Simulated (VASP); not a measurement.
Band structure of Gd (hcp). Calculation: r2SCAN meta-GGA with spin-orbit coupling, VASP's PBE PAW potentials (set 64) (plane waves; VASP 6.6.1).

The 4f electrons are frozen in the core of the lanthanide potential, so 4f levels, which can set the real gap, and their magnetism are missing.

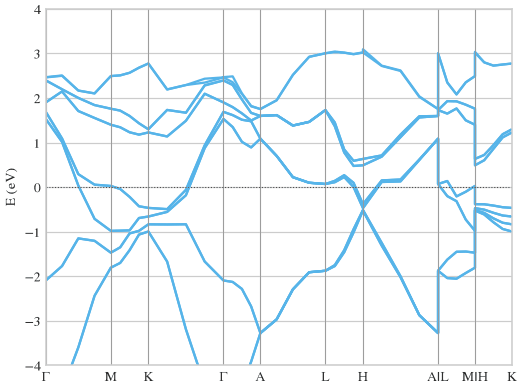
*Bands along high-symmetry lines, zero at the valence-band maximum or, without a gap, the Fermi level*

Read the plot: is there a gap, and where are the band edges?

It has no gap at this level: it comes out as a metal or semimetal.

The compound is Gd in the hcp structure. It was relaxed first.
